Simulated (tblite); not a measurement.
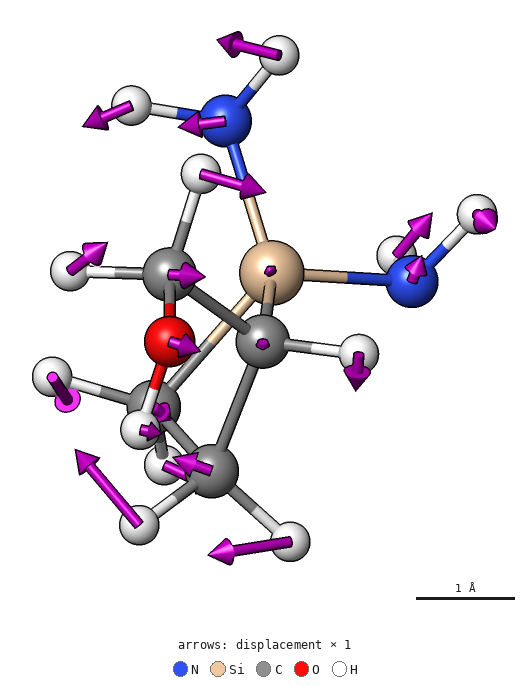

A relaxation of C$_{4}$H$_{12}$N$_{2}$OSi. The starting structure is drawn; purple arrows show the displacements, at their true length. The two geometries are superimposed by the best rigid fit.

A ball-and-stick model, seen from a free direction.

The calculation used GFN2-xTB geometry optimisation, gas phase in tblite. 

Question: What happened in the run?

Answer: An H atom moves most after the best rigid fit: 1.04 Å. By element the largest moves are H 1.04 Å, N 0.51 Å, C 0.44 Å, O 0.36 Å, Si 0.10 Å. Among the contacts that change: N–Si 1.657 → 1.729 Å, C–Si 1.851 → 1.906 Å, C–Si 1.865 → 1.919 Å, C–C 1.575 → 1.543 Å. Bond angles that change, for instance: Si–N–H 108.3° → 117.7°, N–Si–N 102.7° → 111.9°, N–Si–C 119.5° → 112.1°. Groups turn about C–C by about 35°, C–C by about 35°, C–Si by about 30°. After 131 geometry steps the energy has fallen by 78.1 kJ/mol.
